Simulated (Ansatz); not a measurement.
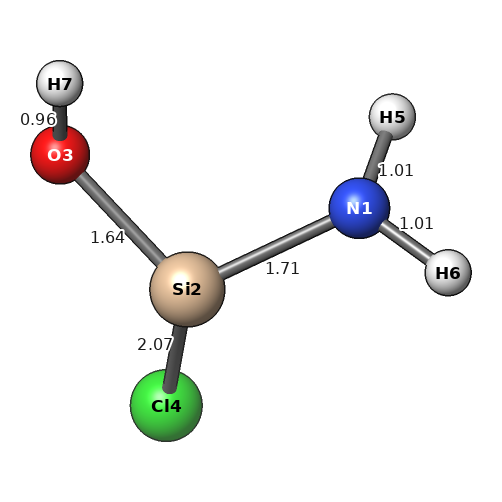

Bond lengths are marked in Å; every bond is drawn as one stick. The species is neutral and a spin doublet. The geometry was computed by an optimisation with PBE0-D4/def2-TZVP. No frequency run is at hand to confirm it as a minimum.

Question: Which of the marked bonds are single, double, triple or aromatic?

Answer: N1–Si2 single; N1–H5 single; N1–H6 single; Si2–O3 single; Si2–Cl4 single; O3–H7 single. This is one Lewis structure.

Question: Write the SMILES.

Answer: N[Si](O)Cl
